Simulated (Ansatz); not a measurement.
# Calculations on ZrH₃OCl₂F

**1. Relaxation**

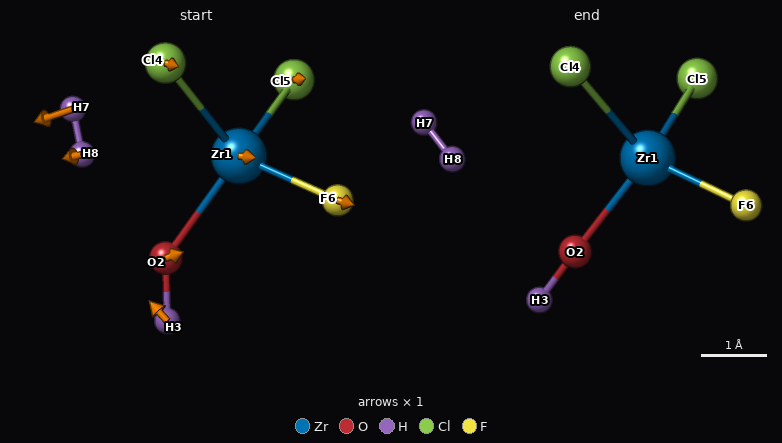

The structure of ZrH3OCl2F before (left) and after (right) a relaxation, at one scale. The orange arrows give the displacements, at their true length.

The picture is a ball-and-stick view, seen at a tilt.

The run prepares an end point of a later path (reaction) calculation, from a guessed geometry.

Level of theory: RKS BLYP-D4/def2-SVP (Ansatz 0.2.0).

Input file:
```yaml
crystal:
  periodic: [false, false, false]
  atoms:
    - { symbol: Zr, position_ang: [-0.099055, -0.096431, -0.03508] }
    - { symbol: O, position_ang: [-0.19421, -0.073737, 1.97697] }
    - { symbol: H, position_ang: [-0.654862, -0.492726, 2.724436] }
    - { symbol: Cl, position_ang: [2.123005, -0.33033, -0.831805] }
    - { symbol: Cl, position_ang: [-1.191068, 1.778375, -0.986634] }
    - { symbol: F, position_ang: [-1.062871, -1.625286, -0.636487] }
    - { symbol: H, position_ang: [1.374319, 2.222474, 1.288768] }
    - { symbol: H, position_ang: [1.028342, 1.757062, 1.717531] }
basis:
  gaussian: { orbitals: def2-SVP }
hamiltonian:
  xc: blyp
  dispersion: d4
relax:
  f_tol: 0.03
  max_steps: 50
output:
  orbitals: {}
```

Run as
```bash
ansatz run input.yaml --threads 2 --pin off --max-ram 3072MiB --backend cpu --events-out ev --progress --plain --runs-dir out
```

Q: What changed between the two?

A: The atom that moves furthest after the best rigid fit is H7 (0.75 Å). By element the largest moves are H 0.75 Å, O 0.33 Å, F 0.31 Å, Zr 0.31 Å, Cl 0.25 Å. Among the contacts that change: Zr1–H7 3.050 → 4.035 Å, Zr1–H8 2.789 → 3.480 Å, Zr1–O2 2.014 → 1.913 Å, H7–H8 0.721 → 0.766 Å. Bond angles that change, for instance: Zr1–O2–H3 141.7° → 178.6°, Cl5–Zr1–F6 106.0° → 108.7°, O2–Zr1–Cl4 112.4° → 110.0°. Over 17 accepted moves (19 points after the start) the energy falls by 0.199 eV. Largest force component: 1.6 eV/Å at the start, 0.022 eV/Å at the end. The line search rejected the trial steps at points 12, 13 of the run. The forces were under the threshold at step 8, but the run went on from there.

Limits of the set-up: the start holds two separate molecules, 2.2 Å apart at their closest, whose relative position is a soft coordinate.

**2. Relaxation**

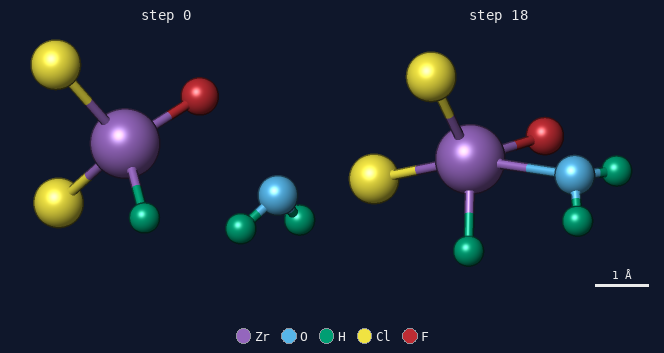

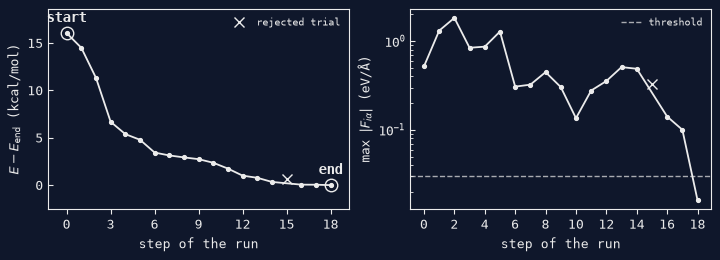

First and last geometry of a relaxation of ZrH3OCl2F, with the history of the run. A ball-and-stick model, seen from a free direction.

The run prepares an end point of a later path (reaction) calculation, from a guessed geometry.

All numbers below come from RKS BLYP-D4/def2-SVP (Ansatz 0.2.0). Set-up: no spin polarisation; force threshold 0.03 eV/Å; at most 50 steps.

Question: What do the curves and the structures tell?

Answer: It converged. An H atom moves most after the best rigid fit: 1.02 Å. Largest moves by element: H 1.02 Å, Cl 0.91 Å, F 0.89 Å, O 0.78 Å, Zr 0.40 Å. Some distances before and after: O–Zr 3.259 → 2.372 Å, H–Zr 3.641 → 2.879 Å, H–Zr 3.069 → 2.903 Å, F–Zr 1.911 → 1.933 Å. New bonds form, among them: O–Zr (3.26 → 2.37 Å). Bond angles that change, for instance: Cl–Zr–F 111.7° → 120.9°, Cl–Zr–H 99.5° → 93.3°, Cl–Zr–H 105.8° → 111.8°. After 17 accepted moves (18 points after the start) the energy has fallen by 16.1 kcal/mol. The largest force component goes from 0.52 to 0.016 eV/Å. The line search rejected the trial step at point 15 of the run. Cost: 70 s on 2 threads of Arm Neoverse V1, with other jobs on the host, peak memory 0.16 GiB.

**3. Path**

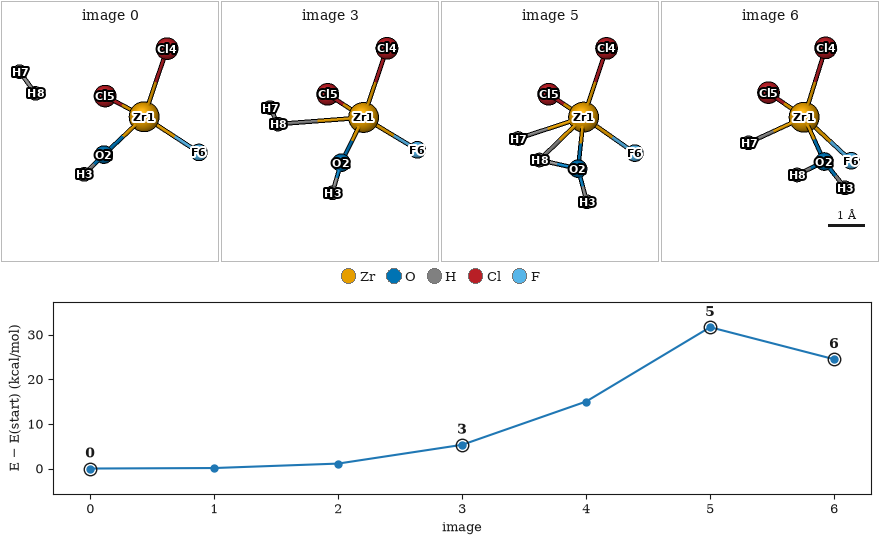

A search for the minimum-energy path of ZrH₃OCl₂F, made up at the start of ZrHOCl2F and H₂ by the nudged elastic band. Images are numbered from 0 (start) to 6 (end). The picture is a ball-and-stick view, seen at a tilt.

All numbers below come from Ansatz 0.2.0, RKS BLYP-D4/def2-SVP. Run with 5 movable images; climbing image; force threshold 0.05 eV/Å; iteration limit 60; starting path through a guess of the saddle point.

### Read off the barrier and say what moves.

Breaking: H7–H8 (0.77 → 1.09 at the top → 2.39 Å). Forming: O2–H8 (2.64 → 1.20 at the top → 0.98 Å), Zr1–H7 (4.04 → 2.03 at the top → 1.87 Å). The energy climbs by 31.7 kcal/mol to image 5 and then falls by 7.2 kcal/mol, so the end point sits at +24.5 kcal/mol. The band converged in 19 iterations, with a climbing image at the top. At the top, the vibrational analysis gives one imaginary mode (987i cm⁻¹), as a transition state must have.

Limits of the set-up: the start holds two separate molecules, 2.6 Å apart at their closest, whose relative position is a soft coordinate.

The run took 5.2 min on 2 threads of Arm Neoverse V1 (shared host), peak memory 0.16 GiB.
